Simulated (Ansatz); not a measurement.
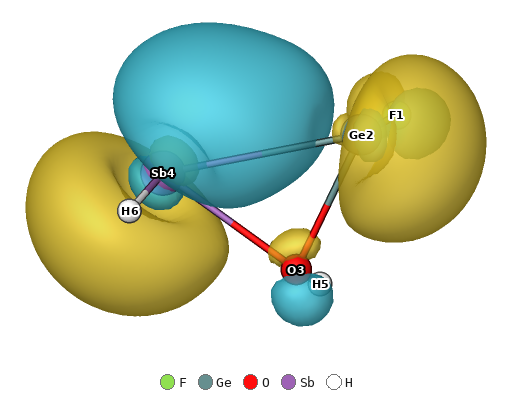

*FGeH₂OSb (SMILES [F][Ge-]1[OH+][SbH]1). One frontier orbital at ±0.1 Å⁻³ᐟ² (yellow and cyan are the two phases), seen at a tilt.*

Geometry: BLYP-D3(BJ)/def2-SVP; core potentials replace the inner electrons of Sb.

Theory: isolated molecule in a Gaussian basis; Kohn-Sham density functional theory, functional PBE0 in Ansatz 0.2.0.

The calculation's input:

```
crystal:
  periodic: [false, false, false]
  atoms:
    - {symbol: F, position_ang: [0.098415, -3.442808, 0.422124]}
    - {symbol: Ge, position_ang: [0.594877, -2.576789, -1.090476]}
    - {symbol: O, position_ang: [0.822473, -0.829051, 0.019651]}
    - {symbol: Sb, position_ang: [-1.273898, -0.531615, -0.643654]}
    - {symbol: H, position_ang: [0.803341, -1.099748, 0.965833]}
    - {symbol: H, position_ang: [-0.661237, 0.461432, -1.941327]}
basis:
  gaussian:
    orbitals: def2-TZVPD
hamiltonian:
  xc: {name: PBE0}
output: {forces: true, orbitals: {seedname: orbitals}}
```

Command:

```sh
ansatz run input.yaml --threads 1 --pin off --max-ram 2610MiB --events-out events.jsonl --progress --plain --runs-dir runs
```

**Which orbital is it: HOMO or LUMO?**

The HOMO, at −6.03 eV. By Hirshfeld shares it lies mainly on Sb4 (about 60 %) and Ge2 (about 30 %).
